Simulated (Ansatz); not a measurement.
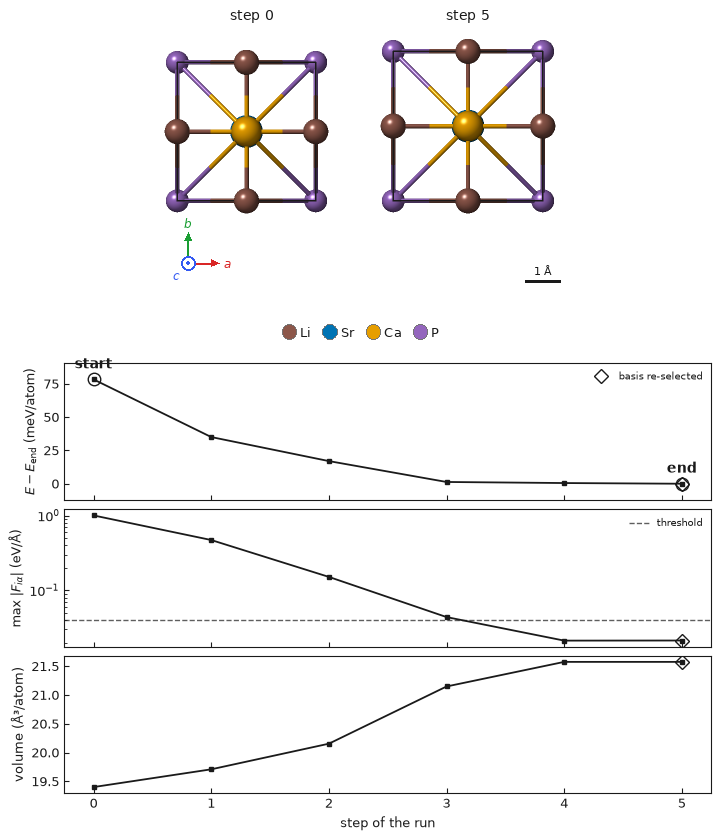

First and last geometry of a relaxation of a crystal of SrLi$_{2}$CaP$_{2}$ (a generated structure, set up in P4/mmm) (coarse preliminary run), with the history of the run. A ball-and-stick model of the cell of the calculation, seen along the c axis.

Level of theory: DFT PBE, scalar-relativistic, plane waves, PAW in Ansatz.

The input:
```yaml
crystal:
  lattice:
    - [4.00475714, 0.0, 0.0]
    - [0.0, 4.00475714, 0.0]
    - [0.0, 0.0, 7.25826089]
  atoms:
    - { symbol: Li, position: [0.0, 0.5, 0.0] }
    - { symbol: Li, position: [0.5, 0.0, 0.0] }
    - { symbol: Sr, position: [0.5, 0.5, 0.5] }
    - { symbol: Ca, position: [0.5, 0.5, 0.0] }
    - { symbol: P, position: [0.0, 0.0, 0.24300499] }
    - { symbol: P, position: [0.0, 0.0, 0.75699501] }
basis:
  ecutwfc: 420
kpoints:
  mp_grid: { grid: [4, 4, 4] }
hamiltonian:
  xc: pbe
scf:
  occupations: { method: gaussian, width: 0.1 }
  lower_state_search: "off"
output:
  forces: true
  stress: true
  eigenvalues: true
relax:
  adjacent_minimum: "off"
  f_tol: 0.04
  max_steps: 70
  cell: { stress_tol: 0.4 }
```

Run as
```bash
ansatz run input.yaml --threads 1 --pin off --max-ram 2048MiB --backend cpu --events-out ev --progress --plain --runs-dir out
```

> Did the run converge, and what did it change?

It converged. After 4 accepted moves (5 points after the start) the energy has fallen by 78.3 meV per atom. Largest force component: 1 eV/Å at the start, 0.021 eV/Å at the end. Pressure: 3.25 GPa at the start and −0.06 GPa at the end. At 1 point the geometry stayed and the basis and grid were re-selected for the new cell (energy shift of 0.5 meV per atom at most each time). The largest moves relative to the cell, 0.13 Å, are those of P5 and P6. P6 goes along +c. Li and Ca and Sr stay in place. The drawn cell changes as follows: a = b 4.005 → 4.323 Å (+7.9 %), c 7.258 → 6.928 Å (−4.5 %); the volume changes by +11.2 %. Near-neighbour distances that change, for instance: Sr3–P5 3.391 → 3.604 Å, Sr3–Ca4 3.629 → 3.464 Å, Li1–Ca4 2.002 → 2.161 Å, Ca4–P5 3.336 → 3.429 Å. Among the angles between lasting bonds that change: P5–Li1–P6 82.8° → 71.5°, P5–Li1–P5 97.2° → 108.5°. The space group stays P4/mmm (No. 123). Cost: 29 s on 1 thread of Arm Neoverse V1, with other jobs on the host, peak memory 0.39 GiB.

Limits of the set-up: the k-point mesh is coarse for a cell with partly filled bands.
